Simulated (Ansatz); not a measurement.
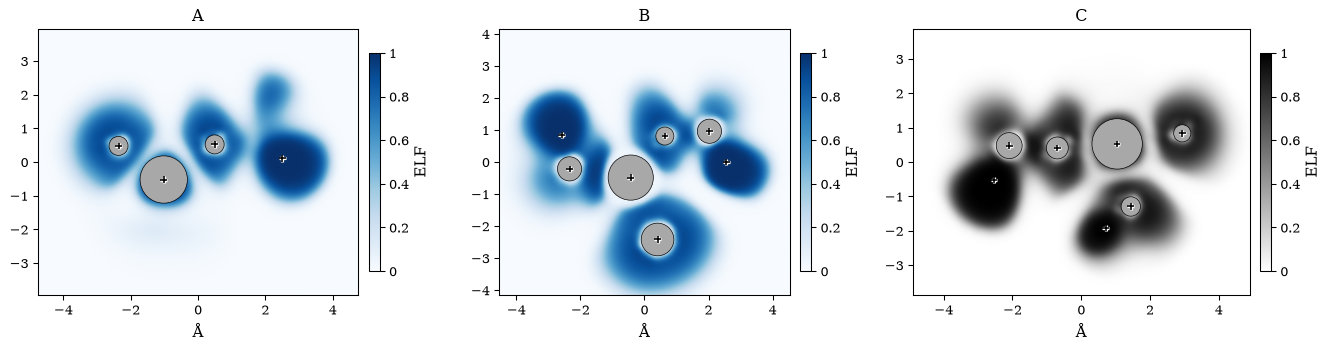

The electron localisation function of 3 systems, each on a plane through atoms (crosses mark nuclei in the plane; grey discs cover the cores).

The calculation used RKS PBE0-D4/def2-TZVPP in Ansatz 0.2.0.

System 1: CH4ClF2NOW, the plane of atoms W3, O4 and H11. Geometry: PBE0-D4/def2-TZVP; core potentials replace the inner electrons of W.

```yaml
atoms:
  - { symbol: C, position_ang: [0.9623, -1.5667, -0.6071] }
  - { symbol: N, position_ang: [0.2372, -0.4107, -0.2642] }
  - { symbol: W, position_ang: [-0.4491, 1.1376, 0.1519] }
  - { symbol: O, position_ang: [-1.8088, 0.5393, 1.2768] }
  - { symbol: F, position_ang: [-0.8976, 1.5835, -1.5921] }
  - { symbol: F, position_ang: [-1.0506, 2.9175, 0.5424] }
  - { symbol: Cl, position_ang: [1.4767, 1.7898, 1.1950] }
  - { symbol: H, position_ang: [0.9989, -1.6935, -1.6941] }
  - { symbol: H, position_ang: [1.9887, -1.4846, -0.2307] }
  - { symbol: H, position_ang: [0.5060, -2.4604, -0.1680] }
  - { symbol: H, position_ang: [-1.8980, -0.4086, 1.4106] }
```

System 2: C2H6AlClO, the plane of atoms C4, Al3 and Cl5. Geometry: PBE0-D4/def2-TZVP.

```xyz
11

C    -1.7726    1.3740   -0.1084
O    -0.8931    0.3385    0.2256
Al    0.6450   -0.1286   -0.2556
C     1.5043   -1.6808    0.5029
Cl    1.5942    1.0503   -1.7187
H    -1.3586    2.0430   -0.8716
H    -2.0033    1.9694    0.7807
H    -2.7110    0.9586   -0.4893
H     2.4362   -1.4026    1.0029
H     1.7657   -2.4009   -0.2774
H     0.8586   -2.1778    1.2295
```

System 3: CH4MoO3S (SMILES C[O][Mo](=[O])([OH])=[S]), the plane of atoms O2, Mo3 and O4. Geometry: PBE0-D4/def2-TZVP; core potentials replace the inner electrons of Mo.

```tsv
atom	x (Å)	y (Å)	z (Å)
C	-0.5876	0.0487	1.7544
O	-0.0589	-0.5690	0.6044
Mo	0.6886	-0.0555	-0.9932
O	1.9861	-1.0556	-1.3271
O	-0.5822	-0.1496	-2.3623
S	1.3546	1.9420	-0.7859
H	-0.2931	-0.5341	2.6300
H	-1.6783	0.0698	1.6866
H	-0.2107	1.0709	1.8469
H	-0.5354	-0.8187	-3.0509
```

Q: Which map belongs to which system?

A: Panel A is system 3, CH4MoO3S: the plane holds O, Mo and H. Mo–O (1.67 Å): the ELF peaks at about 0.75 in the valence shell of O, 0.5 Å from its nucleus, and drops to about 0.45 between the two atoms. Panel B is system 2, C2H6AlClO: the plane holds C, O, Al, Cl and H. C–O (1.40 Å): the ELF peaks at about 0.85 between the atoms, as expected for a polar covalent bond. Panel C is system 1, CH4ClF2NOW: the plane holds C, N, W, O, F and H. C–N (1.41 Å): the ELF peaks at about 0.90 between the atoms (localised, covalent bonding).
